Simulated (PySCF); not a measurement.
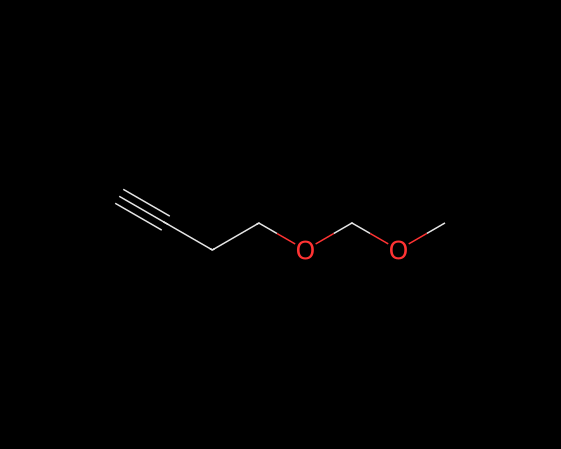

Skeletal drawing of a molecule.

Write the SMILES.

Answer. C#CCCOCOC

What is the molecular formula?

Answer. C6H10O2.

An optimisation with GFN2-xTB gave a structure of which point group?

Answer. C1. Other conformers may differ.

The parts below concern this one geometry. Atoms keep their numbers from picture to picture. The geometry was computed by an optimisation with GFN2-xTB. No frequency run is at hand to confirm it as a minimum.

### Quadrupole coupling

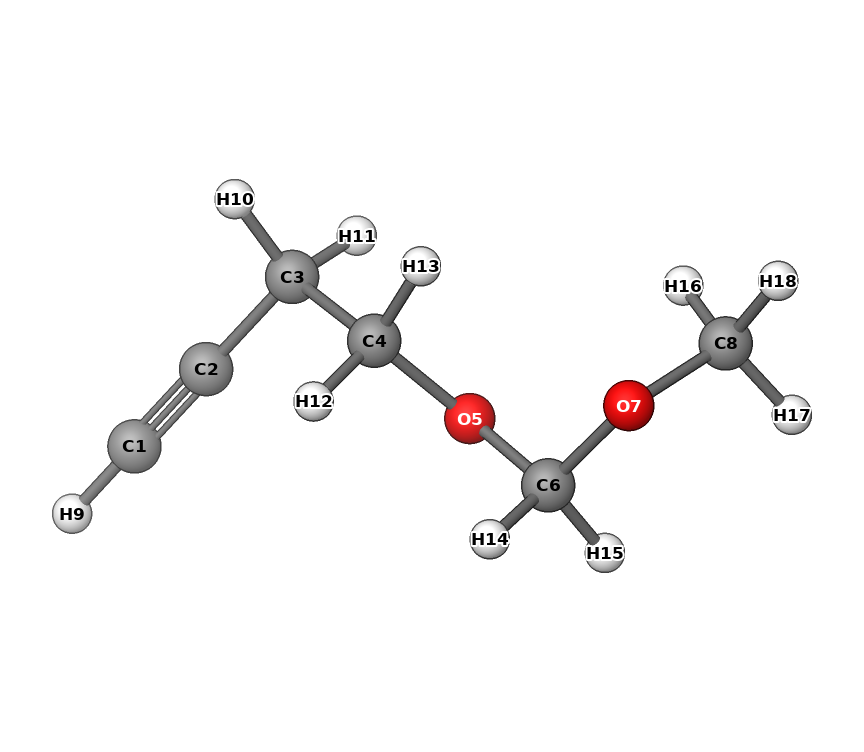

No frequency run is at hand to confirm it as a minimum. Electric field gradients from the ground-state density, PBE0/pcSseg-1 (PySCF 2.14.0), non-relativistic apart from any core potentials.

Give the largest field-gradient component, the quadrupole coupling constant and the asymmetry for 17O at O5 (Q = −25.6 mb), 17O at O7 (Q = −25.6 mb), 2H at H9 (Q = 2.86 mb), 2H at H10 (Q = 2.86 mb), 2H at H11 (Q = 2.86 mb), 2H at H12 (Q = 2.86 mb).

```
atom  V_zz (a.u.)  e²qQ/h (MHz)     η
  O5        1.924        −11.57  0.91
  O7        1.949        −11.72  0.90
  H9        0.398         0.268  0.00
 H10        0.300         0.201  0.03
 H11        0.300         0.201  0.03
 H12        0.279         0.187  0.08
```

### NMR shielding

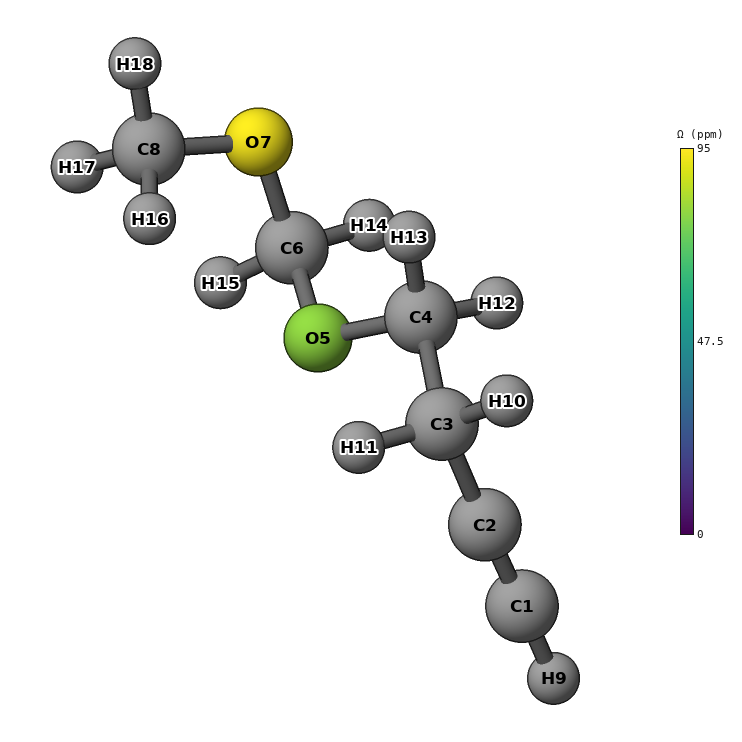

The O atoms are coloured by the span of their shielding tensor. No frequency run is at hand to confirm it as a minimum. Method: GIAO PBE0/pcSseg-1 NMR shielding, non-relativistic, gas phase (PySCF 2.14.0). Principal shieldings σ11 ≤ σ22 ≤ σ33, span Ω = σ33 − σ11, skew κ = 3(σiso − σ22)/Ω.

Which O atom has the most anisotropic shielding?

Answer. O7, with a span of 94 ppm.

Give the shielding tensors of the O atoms.

```csv
atom,σ11,σ22,σ33,σiso,Ω,κ
O5,218.6,266.3,297.8,260.9,79.2,−0.21
O7,232.2,301.4,326.1,286.6,93.9,−0.48
```

Shieldings and span in ppm.

### Electronic properties

No frequency run is at hand to confirm it as a minimum. Properties computed with PBE0/def2-SVPD, gas phase (PySCF 2.14.0). Excitations: vertical, linear response.

Predict the main results.

- dipole moment: 0.82 D
- HOMO energy (Kohn–Sham orbital): −7.72 eV
- LUMO energy (Kohn–Sham orbital): 0.59 eV
- HOMO–LUMO gap: 8.32 eV
- mean static polarisability: 80.5 bohr³
- lowest vertical singlet excitation: 6.71 eV
- its oscillator strength: 0.000
- brightest of the 6 lowest singlets: 7.55 eV
- its oscillator strength: 0.03

### Bond orders

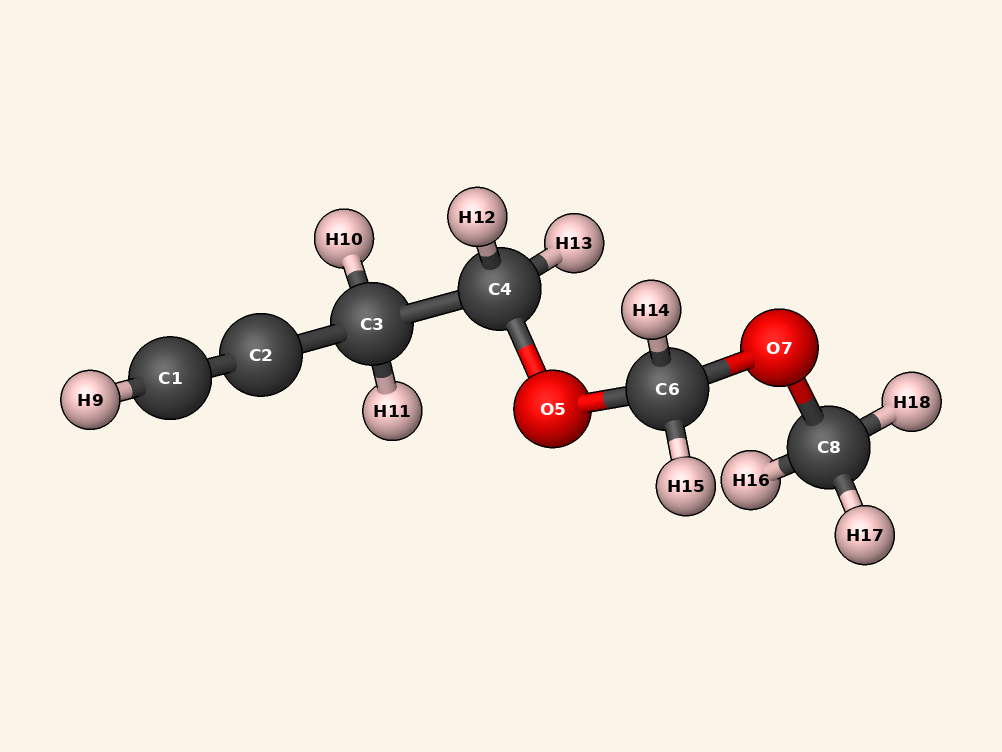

Every bond is drawn as one stick. No frequency run is at hand to confirm it as a minimum. Method: PBE0/pcSseg-1 (PySCF 2.14.0).

Which bond between heavy atoms has the highest Mayer bond order?

Answer. C1–C2, 2.57, at a length of 1.196 Å.

List the Mayer bond orders of C1–C2, C2–C3, C3–C4, C4–O5, O5–C6, C6–O7, O7–C8 (bonds between heavy atoms, one of each equivalent set).

| bond | Mayer order | length (Å) |
| --- | --- | --- |
| C1–C2 | 2.57 | 1.196 |
| C2–C3 | 1.06 | 1.449 |
| C3–C4 | 1.05 | 1.529 |
| C4–O5 | 0.90 | 1.418 |
| O5–C6 | 0.96 | 1.390 |
| C6–O7 | 0.97 | 1.395 |
| O7–C8 | 0.92 | 1.413 |
